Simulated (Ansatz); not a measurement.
# BH₃ (triplet): one geometry, many settings at scale of all distances = 1.306

Aim: run BH₃ (triplet) at one geometry under a spread of methods and options, and see what each costs and gives.

The runs use Ansatz 0.2.0, Gaussian basis; the settings change from run to run.

8 further runs of the same task are left out: 5 that didn't finish, 3 set aside as unsound or not needed.

## (1) What is computed

The geometry derives from a PBE0/def2-TZVP stationary point (not a proven minimum). All distances are scaled together.

4 atoms, charge 0, spin multiplicity 3.

Atoms are counted from 1 here; the program's logs count them from 0.

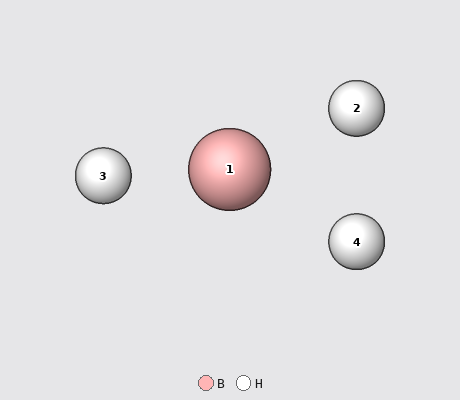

The geometry (boron pink, hydrogen white); atoms are numbered from 1 in the order of the file.

Coordinates:

```xyz
4
charge 0, multiplicity 3
B    -0.1500    0.0000    0.1163
H     0.4067    0.7040   -1.2954
H     0.7960   -0.0001    1.3434
H     0.4066   -0.7041   -1.2954
```

## (2) NEVPT4(SD)(6,7)/6-31G

Contents of in.yaml:

```yaml
crystal:
  periodic: [false, false, false]
  atoms:
    - {symbol: B, position_ang: [-0.150042, 0.000011, 0.116302]}
    - {symbol: H, position_ang: [0.406719, 0.704048, -1.295405]}
    - {symbol: H, position_ang: [0.795997, -0.000063, 1.343380]}
    - {symbol: H, position_ang: [0.406610, -0.704108, -1.295406]}
basis:
  gaussian: {orbitals: 6-31G, fitting: {mean_field: def2-universal-jkfit}}
magnetization: {spin_polarized: false, initial_magnetization: 2}
correlation: {method: fic_nevpt4_sd, electrons: outside_noble_gas, active_space: {window: {electrons: 6, orbitals: 7}}}
```

The run is started by

```
> ansatz run in.yaml --threads 1 --pin off --events-out ev --progress --plain --max-ram 2393MiB
```

Log:

```text
Functional definition: HF
  name "HF"
  cite "Fock, Z. Phys. 61, 126 (1930) doi:10.1007/BF01340294"
  parent pbe
  exchange = exact_x
  correlation = 0
129 factors; integrals over basis functions are off by at most 1.2e-1 eV
mean field evaluation 1: about -710.6635 eV, gradient 6.9e0 eV
mean field evaluation 2: about -711.3215 eV, gradient 2.8e0 eV
mean field evaluation 4: about -711.5222 eV, gradient 2.7e-1 eV
mean field -711.52286639 eV, -26.1479830523 hartree, gradient 2.4e-6 eV, S^2 2.000000; 0 other end points of the search recorded, 0 dependent functions left out
reference -711.52286639 eV, -26.1479830523 hartree; 5, 3 occupied and 10, 12 virtual orbitals, 129 factors
state -713.44133283 eV, -26.2184853935 hartree
state -713.44133283 eV, -26.2184853935 hartree; corrected -713.93045061 eV, -26.2364601406 hartree
Total energy: -713.93045061 eV, -26.2364601406 hartree
```

Run time: 1.2 s. Hardware: 1 thread of Arm Neoverse V2, shared host.

From the report: 600 determinants; active occupations 1.95, 1.92, 0.99, 0.99, 0.05, 0.05, 0.04.

## (3) CCSD(T)/aug-cc-pVDZ

Contents of in.yaml:

```yaml
crystal:
  periodic: [false, false, false]
  atoms:
    - {symbol: B, position_ang: [-0.150042, 0.000011, 0.116302]}
    - {symbol: H, position_ang: [0.406719, 0.704048, -1.295405]}
    - {symbol: H, position_ang: [0.795997, -0.000063, 1.343380]}
    - {symbol: H, position_ang: [0.406610, -0.704108, -1.295406]}
basis:
  gaussian: {orbitals: aug-cc-pVDZ}
magnetization: {spin_polarized: false, initial_magnetization: 2}
hamiltonian: {xc: {name: PBE}, pseudopotentials: {relativity: none}}
correlation: {method: ccsd_t, electrons: outside_noble_gas}
scf: {lower_state_search: off}
```

The command is unchanged.

Log, cut to the lines that bear on the results:

```text
Functional definition: PBE
  name "PBE"
  cite "Perdew, Burke & Ernzerhof, Phys. Rev. Lett. 77, 3865 (1996) doi:10.1103/PhysRevLett.77.3865"
  parent pbe
[...]
483 factors; integrals over basis functions are off by at most 1.8e-3 eV
[...]
mean field -716.96611740 eV, -26.3480188375 hartree, gradient 1.9e-6 eV, S^2 2.000000; 0 other end points of the search recorded, 0 dependent functions left out
1 core orbitals not correlated: weight in the atoms' cores, before any rotation towards them, 1.000 or more for the frozen orbitals, at most 0.000 for the correlated occupied ones
reference -711.95532375 eV, -26.1638755673 hartree; 4, 2 occupied and 45, 47 virtual orbitals, 483 factors
second order -2.72236925 eV of doubles, -0.23368304 eV of singles
cycle   1  -3.39487833 eV  change   -4.4e-1 eV  update   5.8e-2
[...]
cycle  11  -3.59898595 eV  change   -1.5e-6 eV  update   4.5e-6
perturbative correction -0.12315805 eV, -0.0045259748 hartree
Total energy: -715.67746775 eV, -26.3006618362 hartree
Checks for a lower state left out: stability, starts, cluster_reference, orbital_swaps, neighbouring_geometries, increment
```

Run time: 1.1 s. Hardware: 1 thread of Arm Neoverse V2, shared host.

From the report: correlation -3.7221 eV; T1 0.024; largest double amplitude 0.04. The orbitals are Kohn-Sham ones, so correlation energy and T1 don't compare with those on Hartree-Fock orbitals.

## (4) CASSCF(2,6)/cc-pVDZ

Contents of in.yaml:

```yaml
crystal:
  periodic: [false, false, false]
  atoms:
    - {symbol: B, position_ang: [-0.150042, 0.000011, 0.116302]}
    - {symbol: H, position_ang: [0.406719, 0.704048, -1.295405]}
    - {symbol: H, position_ang: [0.795997, -0.000063, 1.343380]}
    - {symbol: H, position_ang: [0.406610, -0.704108, -1.295406]}
basis:
  gaussian: {orbitals: cc-pVDZ}
magnetization: {spin_polarized: false, initial_magnetization: 2}
correlation: {active_space: {window: {electrons: 2, orbitals: 6}}}
output: {forces: true}
```

Launched as before.

Log, cut to the lines that bear on the results:

```text
Functional definition: HF
  name "HF"
  cite "Fock, Z. Phys. 61, 126 (1930) doi:10.1007/BF01340294"
  parent pbe
[...]
267 factors; integrals over basis functions are off by at most 9.5e-4 eV
[...]
mean field -712.18569703 eV, -26.1723416291 hartree, gradient 2.8e-6 eV, S^2 2.000000; 0 other end points of the search recorded, 0 dependent functions left out
reference -712.18569703 eV, -26.1723416291 hartree; 5, 3 occupied and 24, 26 virtual orbitals, 267 factors
state -712.32757153 eV, -26.1775554208 hartree
[...]
Total energy: -712.32757153 eV, -26.1775554208 hartree
Atom 0 at    -0.150042     0.000011     0.116302 Å, force     3.783435    -0.000292    -0.508144 eV/Å
Atom 1 at     0.406719     0.704048    -1.295405 Å, force    -0.678231    -1.634426     1.983581 eV/Å
Atom 2 at     0.795997    -0.000063     1.343380 Å, force    -2.427225     0.000191    -3.459021 eV/Å
Atom 3 at     0.406610    -0.704108    -1.295406 Å, force    -0.677979     1.634526     1.983584 eV/Å
Dipole moment:     0.044936    -0.000003    -0.145003 e Å
```

Wall time 0.48 s (1 thread of Arm Neoverse V2, shared host).

From the report: 36 determinants; active occupations 0.99, 0.99, 0.01, 0.01, 0.00, 0.00.

## (5) CCSDT on UHF/cc-pVDZ

Edit in.yaml of step 4 so:

```diff
@@ -9,4 +9,5 @@
   gaussian: {orbitals: cc-pVDZ}
-magnetization: {spin_polarized: false, initial_magnetization: 2}
-correlation: {active_space: {window: {electrons: 2, orbitals: 6}}}
-output: {forces: true}
+magnetization: {spin_polarized: true, initial_magnetization: 2}
+correlation: {method: ccsdt, electrons: all, diis_vectors: 1}
+accuracy: high
+scf: {lower_state_search: off}
```

The command is unchanged.

Log, cut to the lines that bear on the results:

```text
Functional definition: HF
  name "HF"
  cite "Fock, Z. Phys. 61, 126 (1930) doi:10.1007/BF01340294"
  parent pbe
[...]
598 factors; integrals over basis functions are off by at most 2.4e-9 eV
[...]
mean field -712.27582816 eV, -26.1756538869 hartree, gradient 1.0e-8 eV, S^2 2.011606; 0 other end points of the search recorded, 0 dependent functions left out
reference -712.27582816 eV, -26.1756538869 hartree; 5, 3 occupied and 24, 26 virtual orbitals, 598 factors
second order -2.42035382 eV of doubles, -0.00000000 eV of singles
cycle   1  -2.91131664 eV  change   -4.9e-1 eV  update   7.0e-2
[...]
cycle  35  -3.31505137 eV  change   3.5e-10 eV  update  7.8e-10
Total energy: -715.59087952 eV, -26.2974797776 hartree
Checks for a lower state left out: stability, starts, cluster_reference, orbital_swaps, neighbouring_geometries, increment
```

Wall time 4 s (1 thread of Arm Neoverse V2, shared host).

From the report: ⟨S²⟩ of the determinant 2.012 (pure triplet: 2.00); correlation -3.3151 eV; T1 0.019; largest double amplitude 0.06.

## (6) MRCISD+Q(relaxed)(2,3)/def2-mTZVP

Contents of in.yaml:

```yaml
crystal:
  periodic: [false, false, false]
  atoms:
    - {symbol: B, position_ang: [-0.150042, 0.000011, 0.116302]}
    - {symbol: H, position_ang: [0.406719, 0.704048, -1.295405]}
    - {symbol: H, position_ang: [0.795997, -0.000063, 1.343380]}
    - {symbol: H, position_ang: [0.406610, -0.704108, -1.295406]}
basis:
  gaussian: {orbitals: def2-mTZVP}
magnetization: {spin_polarized: false, initial_magnetization: 2}
correlation: {method: fic_mrcisd_q_relaxed, electrons: all, active_space: {window: {electrons: 2, orbitals: 3}}}
```

Launched as before.

Log, cut to the lines that bear on the results:

```text
Functional definition: HF
  name "HF"
  cite "Fock, Z. Phys. 61, 126 (1930) doi:10.1007/BF01340294"
  parent pbe
[...]
284 factors; integrals over basis functions are off by at most 6.8e-4 eV
[...]
mean field -712.00201204 eV, -26.1655913303 hartree, gradient 1.7e-6 eV, S^2 2.000000; 0 other end points of the search recorded, 0 dependent functions left out
reference -712.00201204 eV, -26.1655913303 hartree; 5, 3 occupied and 23, 25 virtual orbitals, 284 factors
state -712.00201204 eV, -26.1655913303 hartree
contracted CI cycle   1: correlation 0.00000000 eV, 0.0000000000 hartree, residual 2.26e1 eV
contracted CI cycle   2: correlation -2.86159729 eV, -0.1051617606 hartree, residual 3.18e0 eV
contracted CI cycle   3: correlation -3.03711238 eV, -0.1116118214 hartree, residual 1.20e0 eV
contracted CI cycle   4: correlation -3.05137228 eV, -0.1121358628 hartree, residual 3.57e-1 eV
contracted CI cycle   5: correlation -3.05288168 eV, -0.1121913325 hartree, residual 9.87e-2 eV
contracted CI cycle   6: correlation -3.05311536 eV, -0.1121999199 hartree, residual 5.40e-2 eV
contracted CI cycle   7: correlation -3.05314440 eV, -0.1122009874 hartree, residual 1.38e-2 eV
contracted CI cycle   8: correlation -3.05314757 eV, -0.1122011037 hartree, residual 5.49e-3 eV
contracted CI cycle   9: correlation -3.05314807 eV, -0.1122011222 hartree, residual 2.63e-3 eV
contracted CI cycle  10: correlation -3.05314815 eV, -0.1122011249 hartree, residual 6.31e-4 eV
state -712.00201204 eV, -26.1655913303 hartree; corrected -715.31824354 eV, -26.2874605901 hartree
WARN: 1 active orbitals are nearly empty or full. The corrections depend on them more than the energy does, and are more stable in an active space without them
Total energy: -715.31824354 eV, -26.2874605901 hartree
```

Wall time 0.42 s (1 thread of Arm Neoverse V2, shared host).

From the report: 4 determinants; active occupations 1.00, 1.00, 0.00. The report marks this result as in doubt.

## (7) CISD/cc-pVTZ

Edit in.yaml of step 6 so:

```diff
@@ -8,4 +8,5 @@
 basis:
-  gaussian: {orbitals: def2-mTZVP}
+  gaussian: {orbitals: cc-pVTZ}
 magnetization: {spin_polarized: false, initial_magnetization: 2}
-correlation: {method: fic_mrcisd_q_relaxed, electrons: all, active_space: {window: {electrons: 2, orbitals: 3}}}
+correlation: {active_space: {ras: {orbitals: [3, 2, 67], electrons: 8, max_holes: 2, max_particles: 2}, fixed_orbitals: true}}
+scf: {lower_state_search: off}
```

Same command.

Log:

```text
Functional definition: HF
  name "HF"
  cite "Fock, Z. Phys. 61, 126 (1930) doi:10.1007/BF01340294"
  parent pbe
  exchange = exact_x
  correlation = 0
these checks for a lower state are left out or cut short: stability, starts, cluster_reference, orbital_swaps, neighbouring_geometries, increment
402 factors; integrals over basis functions are off by at most 1.0e-3 eV
mean field evaluation 1: about -711.2862 eV, gradient 7.9e0 eV
mean field evaluation 2: about -711.2873 eV, gradient 7.8e0 eV
mean field evaluation 4: about -712.2937 eV, gradient 1.3e0 eV
mean field evaluation 8: about -712.3299 eV, gradient 1.4e-4 eV
mean field -712.32989156 eV, -26.1776406802 hartree, gradient 2.6e-6 eV, S^2 2.000000; 0 other end points of the search recorded, 0 dependent functions left out
reference -712.32989156 eV, -26.1776406802 hartree; 5, 3 occupied and 67, 69 virtual orbitals, 402 factors
state -716.10715445 eV, -26.3164525312 hartree
Total energy: -716.10715445 eV, -26.3164525312 hartree
Checks for a lower state left out: stability, starts, cluster_reference, orbital_swaps, neighbouring_geometries, increment
```

It took 6 s on 1 thread of Arm Neoverse V2, shared host.

From the report: 186,820 determinants.

## (8) BCCD on UHF/6-31G*

Contents of in.yaml:

```yaml
crystal:
  periodic: [false, false, false]
  atoms:
    - {symbol: B, position_ang: [-0.150042, 0.000011, 0.116302]}
    - {symbol: H, position_ang: [0.406719, 0.704048, -1.295405]}
    - {symbol: H, position_ang: [0.795997, -0.000063, 1.343380]}
    - {symbol: H, position_ang: [0.406610, -0.704108, -1.295406]}
basis:
  gaussian: {orbitals: "6-31G*", fitting: {mean_field: def2-universal-jkfit}}
magnetization: {spin_polarized: true, initial_magnetization: 2}
correlation: {method: bccd, electrons: outside_noble_gas}
output: {forces: true}
```

Same command.

Log, cut to the lines that bear on the results:

```text
Functional definition: HF
  name "HF"
  cite "Fock, Z. Phys. 61, 126 (1930) doi:10.1007/BF01340294"
  parent pbe
[...]
129 factors; integrals over basis functions are off by at most 1.2e-1 eV
[...]
mean field -711.85816708 eV, -26.1603051253 hartree, gradient 5.9e-6 eV, S^2 2.012004; 0 other end points of the search recorded, 0 dependent functions left out
1 core orbitals not correlated: weight in the atoms' cores, before any rotation towards them, 1.000 or more for the frozen orbitals, at most 0.000 for the correlated occupied ones
reference -711.85816708 eV, -26.1603051253 hartree; 4, 2 occupied and 16, 18 virtual orbitals, 129 factors
second order -1.88227272 eV of doubles, -0.00000000 eV of singles
cycle   1  -2.32001294 eV  change   -4.4e-1 eV  update   7.2e-2
[...]
cycle  14  -2.61868882 eV  change   -1.2e-6 eV  update   8.0e-7
[...]
Total energy: -714.47685590 eV, -26.2565401644 hartree
Atom 0 at    -0.150042     0.000011     0.116302 Å, force     3.331443    -0.000257    -0.528009 eV/Å
Atom 1 at     0.406719     0.704048    -1.295405 Å, force    -0.603814    -1.028995     1.799491 eV/Å
Atom 2 at     0.795997    -0.000063     1.343380 Å, force    -2.123973     0.000167    -3.070975 eV/Å
Atom 3 at     0.406610    -0.704108    -1.295406 Å, force    -0.603656     1.029084     1.799493 eV/Å
Dipole moment:     0.069533    -0.000005    -0.133820 e Å
```

Run time: 0.33 s. Hardware: 1 thread of Arm Neoverse V2, shared host.

From the report: ⟨S²⟩ of the determinant 2.012 (pure triplet: 2.00); correlation -2.6187 eV; largest double amplitude 0.07.

## (9) CISDT/def2-SVP

Contents of in.yaml:

```yaml
crystal:
  periodic: [false, false, false]
  atoms:
    - {symbol: B, position_ang: [-0.150042, 0.000011, 0.116302]}
    - {symbol: H, position_ang: [0.406719, 0.704048, -1.295405]}
    - {symbol: H, position_ang: [0.795997, -0.000063, 1.343380]}
    - {symbol: H, position_ang: [0.406610, -0.704108, -1.295406]}
basis:
  gaussian: {orbitals: def2-SVP}
magnetization: {spin_polarized: false, initial_magnetization: 2}
correlation: {active_space: {ras: {orbitals: [2, 2, 24], electrons: 6, max_holes: 3, max_particles: 3}, fixed_orbitals: true}}
output: {forces: true}
```

The command is unchanged.

Log, cut to the lines that bear on the results:

```text
Functional definition: HF
  name "HF"
  cite "Fock, Z. Phys. 61, 126 (1930) doi:10.1007/BF01340294"
  parent pbe
[...]
308 factors; integrals over basis functions are off by at most 1.1e-3 eV
[...]
mean field -711.56801969 eV, -26.1496424053 hartree, gradient 2.0e-6 eV, S^2 2.000000; 0 other end points of the search recorded, 0 dependent functions left out
reference -711.56801969 eV, -26.1496424053 hartree; 5, 3 occupied and 24, 26 virtual orbitals, 308 factors
state -714.77016565 eV, -26.2673190990 hartree
[...]
Total energy: -714.77016565 eV, -26.2673190990 hartree
Atom 0 at    -0.150042     0.000011     0.116302 Å, force     3.416013    -0.000263    -0.631360 eV/Å
Atom 1 at     0.406719     0.704048    -1.295405 Å, force    -0.632043    -1.401689     1.867197 eV/Å
Atom 2 at     0.795997    -0.000063     1.343380 Å, force    -2.152143     0.000169    -3.103038 eV/Å
Atom 3 at     0.406610    -0.704108    -1.295406 Å, force    -0.631827     1.401782     1.867200 eV/Å
Dipole moment:     0.080782    -0.000006    -0.151916 e Å
```

Run time: 1.9 s. Hardware: 1 thread of Arm Neoverse V2, shared host.

From the report: 168,876 determinants.

## (10) MRCISD+Q(4,8)/cc-pVDZ

Contents of in.yaml:

```yaml
crystal:
  periodic: [false, false, false]
  atoms:
    - {symbol: B, position_ang: [-0.150042, 0.000011, 0.116302]}
    - {symbol: H, position_ang: [0.406719, 0.704048, -1.295405]}
    - {symbol: H, position_ang: [0.795997, -0.000063, 1.343380]}
    - {symbol: H, position_ang: [0.406610, -0.704108, -1.295406]}
basis:
  gaussian: {orbitals: cc-pVDZ}
magnetization: {spin_polarized: false, initial_magnetization: 2}
correlation: {method: fic_mrcisd_q, electrons: outside_noble_gas, active_space: {window: {electrons: 4, orbitals: 8}}}
```

Same command.

Log, cut to the lines that bear on the results:

```text
Functional definition: HF
  name "HF"
  cite "Fock, Z. Phys. 61, 126 (1930) doi:10.1007/BF01340294"
  parent pbe
[...]
267 factors; integrals over basis functions are off by at most 9.5e-4 eV
[...]
mean field -712.18569703 eV, -26.1723416291 hartree, gradient 2.8e-6 eV, S^2 2.000000; 0 other end points of the search recorded, 0 dependent functions left out
reference -712.18569703 eV, -26.1723416291 hartree; 5, 3 occupied and 24, 26 virtual orbitals, 267 factors
state -713.57636078 eV, -26.2234475793 hartree
contracted CI cycle   1: correlation 0.00000000 eV, 0.0000000000 hartree, residual 9.58e0 eV
contracted CI cycle   2: correlation -1.77358515 eV, -0.0651780521 hartree, residual 2.18e0 eV
contracted CI cycle   3: correlation -1.88292857 eV, -0.0691963487 hartree, residual 7.46e-1 eV
contracted CI cycle   4: correlation -1.89543338 eV, -0.0696558919 hartree, residual 2.62e-1 eV
[...]
contracted CI cycle   4: correlation -2.07778732 eV, -0.0763572755 hartree, residual 2.86e-1 eV
contracted CI cycle   5: correlation -2.07922895 eV, -0.0764102545 hartree, residual 8.49e-2 eV
contracted CI cycle   6: correlation -2.07934655 eV, -0.0764145762 hartree, residual 2.56e-2 eV
contracted CI cycle   7: correlation -2.07935881 eV, -0.0764150267 hartree, residual 8.35e-3 eV
contracted CI cycle   8: correlation -2.07936019 eV, -0.0764150774 hartree, residual 3.07e-3 eV
contracted CI cycle   9: correlation -2.07936038 eV, -0.0764150846 hartree, residual 1.15e-3 eV
state -713.37690504 eV, -26.2161177158 hartree; corrected -715.58012809 eV, -26.2970846696 hartree
state -713.37690504 eV, -26.2161177158 hartree; corrected -715.58012809 eV, -26.2970846696 hartree
the orbitals are reached from a further start. From the first start the search ends at -713.57635692 eV, -26.2234474375 hartree
WARN: the results are in doubt because another end's mean lies 0.199 eV lower, and its corrected mean 0.007 eV higher
Total energy: -715.58012809 eV, -26.2970846696 hartree
In doubt: another end's mean lies 0.199 eV lower, and its corrected mean 0.007 eV higher
```

It took 4.9 s on 1 thread of Arm Neoverse V2, shared host.

From the report: 384 determinants; active occupations 1.94, 0.99, 0.99, 0.04, 0.01, 0.01, 0.01, 0.00. The program marks this result as in doubt; its last lines say why.

## (11) All runs side by side

Where basis and cores are those of an earlier FCI/cc-pVDZ run (-715.5637 eV), and the state is the same kind, the miss against it is given. † marks a result that the program doubts.

```
                                level         correlated  functions  energy (eV)  from FCI (meV)    time
                NEVPT4(SD)(6,7)/6-31G  outside noble gas         15    -713.9305                   1.2 s
CCSD(T)/aug-cc-pVDZ (on PBE orbitals)  outside noble gas         50    -715.6775                   1.1 s
                  CASSCF(2,6)/cc-pVDZ                            29    -712.3276          3236.1  0.48 s
                 CCSDT on UHF/cc-pVDZ                all         29    -715.5909                     4 s
  MRCISD+Q(relaxed)(2,3)/def2-mTZVP †                all         28    -715.3182                  0.42 s
                         CISD/cc-pVTZ                all         72    -716.1072                     6 s
                   BCCD on UHF/6-31G*  outside noble gas         21    -714.4769                  0.33 s
                       CISDT/def2-SVP  outside noble gas         29    -714.7702                   1.9 s
              MRCISD+Q(4,8)/cc-pVDZ †  outside noble gas         29    -715.5801           -16.5   4.9 s
```

## (12) Outcome

| quantity | value |
| --- | --- |
| runs | 9 |
| quickest | BCCD on UHF/6-31G*, 0.33 s |
| slowest | CISD/cc-pVTZ, 6 s |

**Reading.** Total energies in different bases, with other cores or another treatment of relativity can't be set against each other. CISD/cc-pVTZ took 18 times as long as BCCD on UHF/6-31G*; the jobs differ in more than the method. Hartree-Fock, CASSCF and CASCI lack dynamic correlation by design.
